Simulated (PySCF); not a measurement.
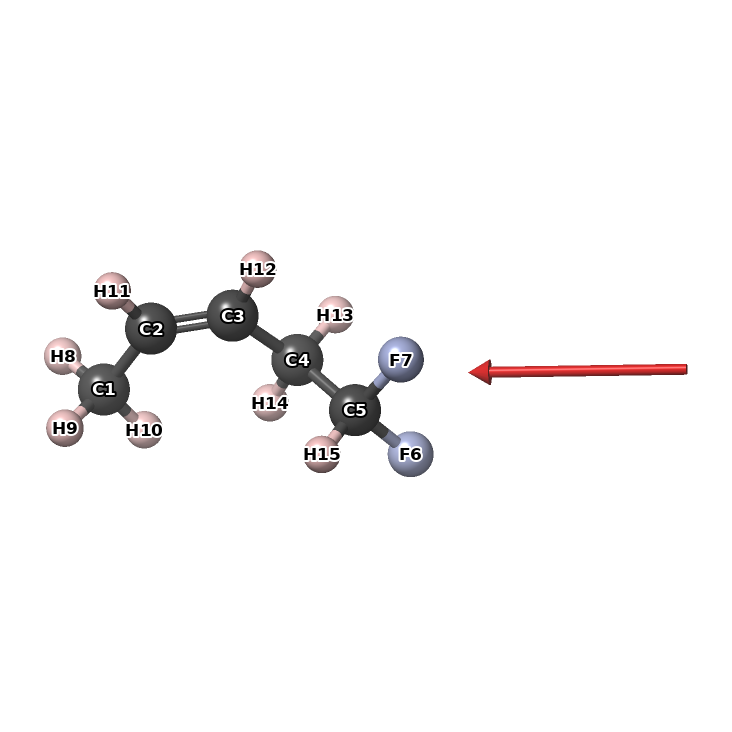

The arrow beside the molecule shows the direction of the dipole moment, from the negative to the positive end (its length means nothing). The geometry was computed by an optimisation with GFN2-xTB. No frequency run is at hand to confirm it as a minimum. Method: PBE0/pcSseg-1, gas phase (PySCF 2.14.0).

### Estimate the dipole moment.

2.59 D; it points from the side of F6, F7 to the side of H8 (the outermost atoms at the two ends).
